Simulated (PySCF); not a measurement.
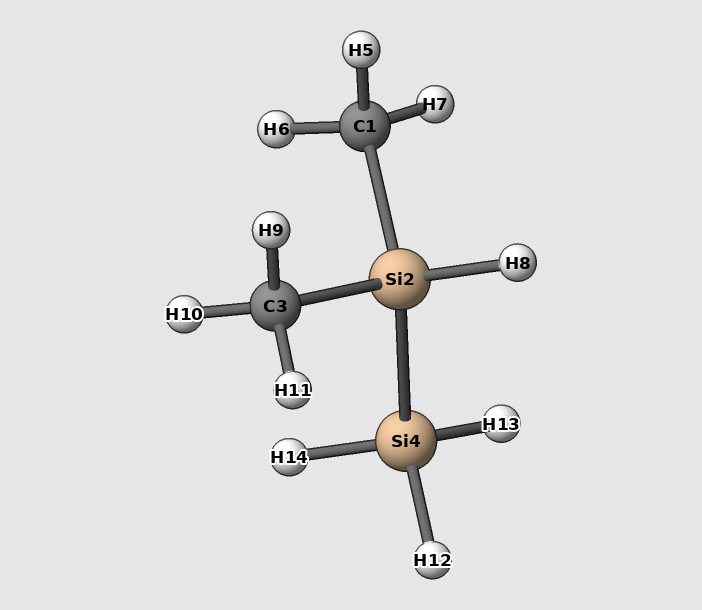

The questions are on isotropic NMR shieldings of the Si atoms. The geometry was computed by an optimisation with GFN2-xTB. No frequency run is at hand to confirm it as a minimum. Method: GIAO PBE0/pcSseg-1 NMR shielding, non-relativistic, gas phase (PySCF 2.14.0).

List the isotropic NMR shieldings of the Si atoms.

```
atom  σ (ppm)
 Si2    396.0
 Si4    466.5
```

The geometry is semi-empirical. Around Si such bond lengths and angles can be off by a tenth of an ångström or more and by several degrees, and values that hang on the shape move with them.
